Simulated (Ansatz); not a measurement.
**One shape, several levels: SiH2OF (SMILES O[SiH]F)**

Aim: a comparison of 6 runs (UHF/STO-3G, UB2PLYP/STO-3G, UBLYP/STO-3G, UCAM-B3LYP/STO-3G, UCCSDT(Q)/STO-3G, UCCSD/STO-3G) of SiH2OF. 

The calculation is run with Ansatz 0.2.0.

65 further runs of the same task are left out: 5 that didn't finish, 60 set aside as unsound or not needed.

**1. The molecule**

SiH2OF: 5 atoms, total charge 0, spin state doublet. As SMILES, `O[SiH]F`. The Si2–O1 distance was set to 4.091 Å, away from the relaxed value. At this shape a bond of the SMILES string is far longer than usual.

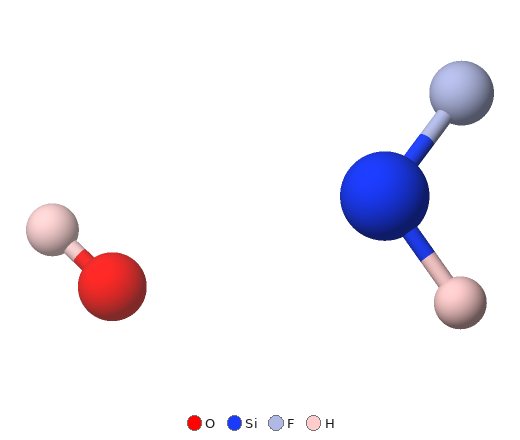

The structure, seen from a chosen angle (oxygen red, silicon blue, fluorine light blue, hydrogen pink).

**2. A single-point energy at UHF/STO-3G (run 1)**

The input, run.yaml:

```yaml
crystal:
  periodic: [false, false, false]
  atoms:
    - {symbol: O, position_ang: [-1.963850, -2.580050, -1.430400]}
    - {symbol: Si, position_ang: [0.283900, 0.245700, 0.493100]}
    - {symbol: F, position_ang: [0.207000, 1.646500, -0.283100]}
    - {symbol: H, position_ang: [-2.913150, -2.460550, -1.492100]}
    - {symbol: H, position_ang: [1.688800, -0.242600, 0.404400]}
basis:
  gaussian:
    orbitals: STO-3G
magnetization:
  spin_polarized: true
  initial_magnetization: 1
hamiltonian:
  xc: hf
accuracy: high
```

Run with:

```
$ ansatz run run.yaml --threads 1 --pin off --max-ram 2610MiB --events-out events.jsonl --progress --plain --runs-dir runs
```

Output:

```text
Warning: RAYON_NUM_THREADS=1 ignored (pool sized by the plan → 1); use --threads N
Functional definition: HF
  name "HF"
  exchange = exact_x
  correlation = 0
336 factors; integrals over basis functions are off by at most 3.3e-8 eV
mean field evaluation 1: about -12461.7864 eV, gradient 2.4e1 eV
mean field evaluation 2: about -12461.8253 eV, gradient 2.4e1 eV
mean field evaluation 4: about -12464.6685 eV, gradient 1.6e1 eV
mean field evaluation 8: about -12475.6266 eV, gradient 1.1e1 eV
mean field evaluation 16: about -12477.0425 eV, gradient 3.6e-2 eV
mean field evaluation 32: about -12477.0463 eV, gradient 1.4e-5 eV
mean field evaluation 64: about -12476.9187 eV, gradient 1.0e0 eV
mean field evaluation 96: about -12476.9792 eV, gradient 6.7e-1 eV
mean field evaluation 128: about -12475.6391 eV, gradient 2.4e-1 eV
mean field evaluation 160: about -12475.6378 eV, gradient 3.3e-1 eV
mean field evaluation 192: about -12473.4362 eV, gradient 5.4e0 eV
mean field evaluation 224: about -12472.0597 eV, gradient 7.1e0 eV
mean field evaluation 256: about -12464.6316 eV, gradient 1.6e1 eV
mean field -12477.04629925 eV, -458.5229942518 hartree, gradient 5.9e-8 eV, S^2 0.761714; 4 other end points of the search recorded, 0 dependent functions left out
reference -12477.04629925 eV, -458.5229942518 hartree; 17, 16 occupied and 4, 5 virtual orbitals, 336 factors
Total energy: -12477.04629925 eV, -458.5229942518 hartree
```

It took 0.48 s on 1 thread of Arm Neoverse V1, shared host.

**3. The energy at UB2PLYP/STO-3G (run 2)**

The input, in.yaml:

```yaml
crystal:
  periodic: [false, false, false]
  atoms:
    - {symbol: O, position_ang: [-1.963850, -2.580050, -1.430400]}
    - {symbol: Si, position_ang: [0.283900, 0.245700, 0.493100]}
    - {symbol: F, position_ang: [0.207000, 1.646500, -0.283100]}
    - {symbol: H, position_ang: [-2.913150, -2.460550, -1.492100]}
    - {symbol: H, position_ang: [1.688800, -0.242600, 0.404400]}
basis:
  gaussian: {orbitals: STO-3G}
magnetization: {spin_polarized: true, initial_magnetization: 1}
correlation: {frozen_orbitals: {F: 1, H: 0, O: 1, Si: 5}}
accuracy: high
hamiltonian: {xc: {name: B2PLYP}}
```

Run with:

```
$ ansatz run in.yaml --threads 1 --pin off --max-ram 2610MiB --events-out events.jsonl --progress --plain --runs-dir runs
```

Output (excerpt; [...] marks lines left out):

```text
Warning: RAYON_NUM_THREADS=1 ignored (pool sized by the plan → 1); use --threads N
Functional definition: B2PLYP
  name "B2PLYP"
[...]
336 factors; integrals over basis functions are off by at most 3.3e-8 eV
[...]
mean field -12499.66852881 eV, -459.3543458541 hartree, gradient 1.9e-8 eV, S^2 0.751506; 4 other end points of the search recorded, 0 dependent functions left out
7 core orbitals not correlated: weight in the atoms' cores, before any rotation towards them, 1.000 or more for the frozen orbitals, at most 0.000 for the correlated occupied ones
reference -12499.66854847 eV, -459.3543465768 hartree; 10, 9 occupied and 4, 5 virtual orbitals, 336 factors
second order -2.79879424 eV of doubles, -0.00000000 eV of singles
Total energy: -12500.42422292 eV, -459.3821171004 hartree
```

Run time: 9.9 s. Hardware: 1 thread of Arm Neoverse V1, shared host; peak memory 0.14 GiB.

Runs 3 to 5 aren't shown in full; the table further down has their settings and results.

**4. The energy at UCCSD/STO-3G (run 6)**

Changes to in.yaml since step 3:

```diff
@@ -9,6 +9,12 @@
 basis:
-  gaussian: {orbitals: STO-3G}
-magnetization: {spin_polarized: true, initial_magnetization: 1}
-correlation: {frozen_orbitals: {F: 1, H: 0, O: 1, Si: 5}}
+  gaussian:
+    orbitals: STO-3G
+magnetization:
+  spin_polarized: true
+  initial_magnetization: 1
+correlation:
+  method: ccsd
+  frozen_orbitals: {F: 1, H: 0, O: 1, Si: 5}
 accuracy: high
-hamiltonian: {xc: {name: B2PLYP}}
+scf:
+  omitted_lower_state_checks: [cluster_reference, increment]
```

Run with:

```
$ ansatz run in.yaml --threads 1 --pin off --max-ram 2610MiB --events-out events.jsonl --progress --plain --runs-dir runs
```

Output:

```text
Warning: RAYON_NUM_THREADS=1 ignored (pool sized by the plan → 1); use --threads N
[... 17 lines left out ...]
7 core orbitals not correlated: weight in the atoms' cores, before any rotation towards them, 1.000 or more for the frozen orbitals, at most 0.000 for the correlated occupied ones
[... 83 lines left out ...]
Total energy: -12479.55607358 eV, -458.6152267570 hartree
Checks for a lower state left out: cluster_reference, increment
```

Wall time 1.1 s (1 thread of Arm Neoverse V1, shared host).

**5. All runs side by side**

```tsv
run	level	frozen core orbitals	energy (Eh)	⟨S²⟩	wall time
1	UHF/STO-3G	–	-458.522994	0.762	0.48 s
2	UB2PLYP/STO-3G	7	-459.382117	0.752	9.9 s
3	UBLYP/STO-3G	–	-459.627282	0.751	8.4 s
4	UCAM-B3LYP/STO-3G	–	-459.627906	0.751	9.9 s
5	UCCSDT(Q)/STO-3G	7	-458.620943	0.762	5.4 s
6	UCCSD/STO-3G	7	-458.615227	0.762	1.1 s
```

**6. Outcome**

```
                                          quantity          value
                               run 6: total energy  -458.61523 Eh
run 6: correlation energy (7 core orbitals frozen)      -92.2 mEh
          run 6: ⟨S²⟩ of the reference determinant          0.762
                              run 6: T1 diagnostic          0.022
```

What this shows: Below the UHF energy at the same shape and in the same basis (STO-3G): UCCSDT(Q) -97.9 mEh; UCCSD -92.2 mEh. Totals of different functionals can't be ranked against each other. In runs 1, 2, 3, 4, 5, 6 the basis is minimal, so the values are rough. All runs together took 35 s, the longest 9.9 s.
